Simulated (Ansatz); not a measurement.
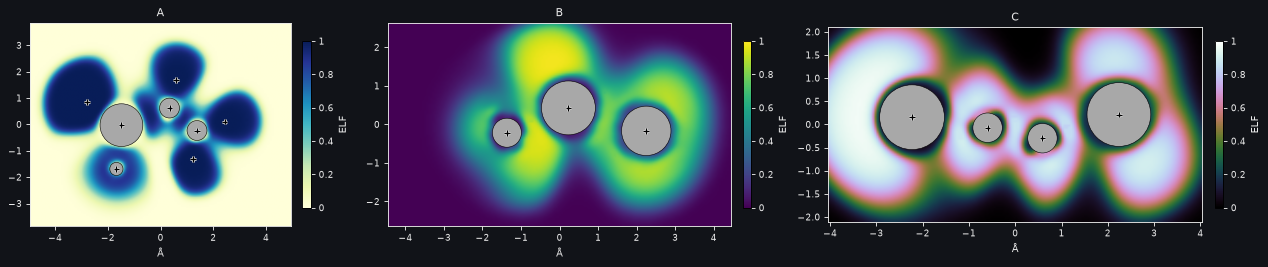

The electron localisation function of 3 systems, each on a plane through atoms (crosses mark nuclei in the plane; grey discs cover the cores).

Level of theory: isolated molecule in a Gaussian basis; Kohn-Sham density functional theory, functional PBE0 (Ansatz).

System 1: CH2BrSi (charge +1), the plane of atoms C1, Si3 and Br2. Geometry: r2SCAN-D4/def2-TZVP.

```xyz
5

C    -3.5769   -1.1696    2.0971
Br   -3.0653   -3.2223   -0.8351
Si   -3.3386   -1.5693    0.4405
H    -4.5624   -0.7809    2.3698
H    -2.7476   -0.6634    2.5999
```

System 2: C2H4AlF (SMILES C=[CH][AlH][F]), the molecular plane. Geometry: B3LYP-D3(BJ)/def2-SVP.

```xyz
8

C    -0.6430    0.3172    3.7543
C    -0.1183   -0.3487    2.7088
Al   -1.0812   -1.7947    1.8556
F    -2.5841   -2.1554    2.4934
H    -0.1184    1.1406    4.2568
H    -1.6307    0.0694    4.1619
H     0.8778   -0.0317    2.3673
H    -0.5955   -2.6590    0.6309
```

System 3: N2SeSi (SMILES [Si]=NN=[Se]) (triplet), the molecular plane. Geometry: PBE0-D3(BJ)/def2-SVP.

```xyz
4

N    -3.8645   -0.1861    1.0354
N    -4.1653    0.8289    1.6146
Se   -3.9552    2.5112    1.9546
Si   -3.5151   -1.6116    0.2859
```

> Which map belongs to which system?

Panel A is system 2, C2H4AlF: the plane holds C, Al, F and H. C–C (1.35 Å): the ELF peaks at about 0.90 between the atoms; a covalent bond. Panel B is system 1, CH2BrSi: the plane holds C, Br and Si. C–Si (1.72 Å): the ELF peaks at about 0.90 between the atoms (localised, covalent bonding). Panel C is system 3, N2SeSi: the plane holds N, Se and Si. N–N (1.21 Å): the ELF peaks at about 0.85 between the atoms; a short, multiple covalent bond.
